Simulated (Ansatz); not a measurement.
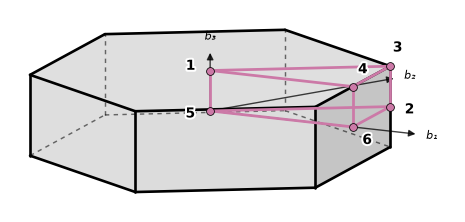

The first Brillouin zone of a primitive hexagonal lattice (hP; extended symbol hP2) is drawn with its special points numbered. Crystal: Co, the input geometry of an electronic-structure calculation (not necessarily at equilibrium); the starting structure was generated, so it need not be a known form of this composition. All values are computed from the atomic coordinates in the standard setting (tolerance 0.002 Å).

a = 2.449 Å, b = 2.449 Å, c = 7.972 Å, α = 90.00°, β = 90.00°, γ = 120.00°.

Labels and path follow the convention of Hinuma et al. (2017), as computed by seekpath; the arrows show the directions of the reciprocal primitive vectors b₁, b₂, b₃, in which coordinates are given.

### Which special point is each number?

| no. | label | coordinates |
| --- | --- | --- |
| 1 | A | (0, 0, 1/2) |
| 2 | K | (1/3, 1/3, 0) |
| 3 | H | (1/3, 1/3, 1/2) |
| 4 | L | (1/2, 0, 1/2) |
| 5 | Γ | (0, 0, 0) |
| 6 | M | (1/2, 0, 0) |
